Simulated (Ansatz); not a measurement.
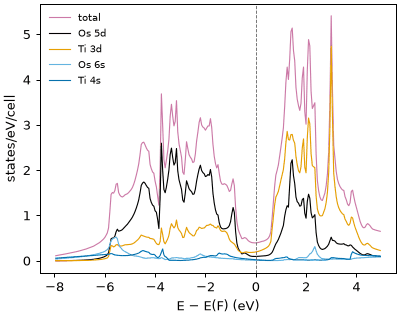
Figure: Total and projected density of states of TiOs (CsCl type, space group No. 221), plane-wave PAW LDA (Ansatz code)

Which orbitals carry the states next to the Fermi level?

Within 0.5 eV of the Fermi level: Ti 3d 49 %, Os 5d 26 %, Ti 4s 6 %, outside the projected shells 15 %. Projections are on Löwdin-orthogonalised atomic valence shells; empty p or d shells of many metals are not among them.

Where is the tallest occupied peak in this window, and what makes it?

Near -3.8 eV, about 3.7 states/eV per cell; the largest projected share is Os 5d.

Space group Pm-3m (CsCl type). The first step of the workflow began from a Materials Project structure, measured or hypothetical; the Crystallography Open Database files this formula in space group No. 221, but the cells were not matched. Whether it is the stable phase at ambient conditions was not checked. The LDA relaxation kept the symmetry of its start; of distortions, only those at the zone centre were tested. The run is not spin-polarised. Scalar-relativistic: spin–orbit coupling is off unless named, which matters more the heavier the elements.

Potentials: the later of the program's two PAW sets.
